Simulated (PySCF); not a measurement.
C₄H₁₄N₂Si, SMILES `CN(C)[SiH2]N(C)C`.

Method: CAM-B3LYP/6-31G*; geometry: GFN2-xTB; program: PySCF. No frequency check shows the geometry to be a minimum. Without diffuse functions Rydberg states are missing, so the states' numbers hold for this basis only.

Cartesian coordinates (Å):

```
C1      -1.4992    1.1971    0.8821
N2      -1.3711    0.0939   -0.0377
C3      -2.6504   -0.3934   -0.4770
Si4      0.0003   -0.9438    0.0006
N5       1.3709    0.0939    0.0371
C6       2.6503   -0.3941    0.4755
C7       1.4990    1.1987   -0.8808
H8      -0.5130    1.5237    1.1981
H9      -2.0780    0.9166    1.7714
H10     -2.0134    2.0320    0.3944
H11     -3.2166    0.4160   -0.9481
H12     -3.2474   -0.7830    0.3580
H13     -2.5117   -1.1919   -1.2001
H14      0.1563   -1.7914    1.1916
H15     -0.1564   -1.7893   -1.1956
H16      3.2164    0.4146    0.9480
H17      3.2473   -0.7822   -0.3602
H18      2.5116   -1.1938    1.1972
H19      2.0778    0.9198   -1.7706
H20      2.0131    2.0328   -0.3916
H21      0.5127    1.5258   -1.1962
```

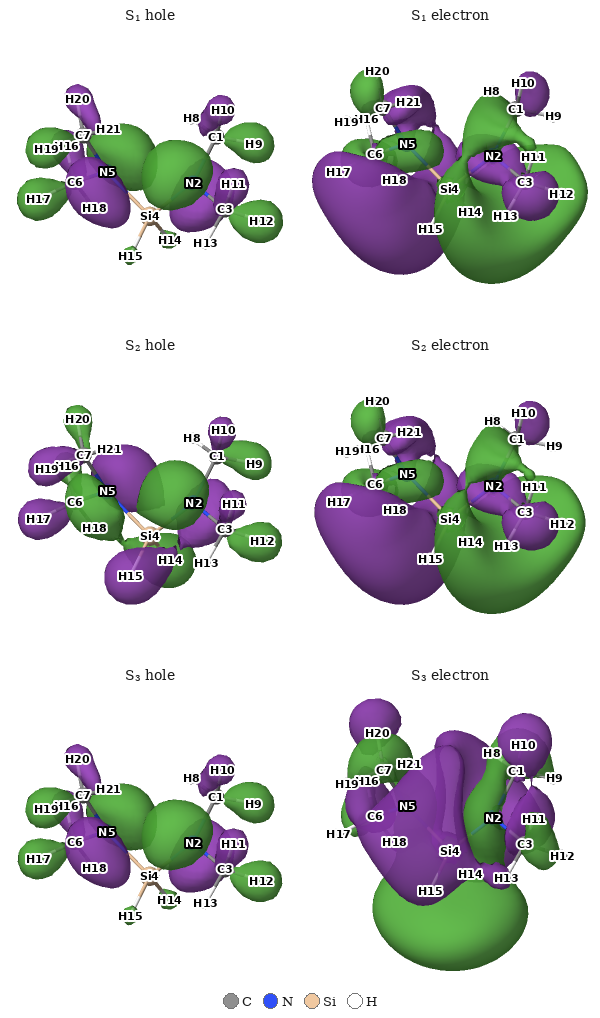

Leading natural transition orbitals (TDA singlet states).

**Describe these excited states.**

By state:
- S₁: 6.56 eV (189 nm), f = 0.043; the leading pair carries 93 %; hole on N2 and N5 (29 % each) and Si4 (8 %), electron on Si4 (39 %), N2 and N5 (6 % each) and H14 and H15 (6 % each); their centroids lie 1.2 Å apart; S₂ lies within 0.1 eV of it.
- S₂: 6.63 eV (187 nm), f = 0.010; the leading pair carries 92 %; hole on N2 and N5 (26 % each) and Si4 (11 %), electron on Si4 (39 %), H14 and H15 (7 % each) and N2 and N5 (6 % each); their centroids lie 1.0 Å apart; S₁ lies within 0.1 eV of it.
- S₃: 7.24 eV (171 nm), f = 0.003; the leading pair carries 95 %; hole on N2 and N5 (29 % each) and Si4 (8 %), electron on Si4 (41 %), N2 and N5 (7 % each) and H14 and H15 (7 % each); their centroids lie 0.7 Å apart.

The PySCF run took 3 min on 1 thread of Intel(R) Xeon(R) 6975P-C (Granite Rapids), with other jobs on the host, peak memory 0.83 GiB.
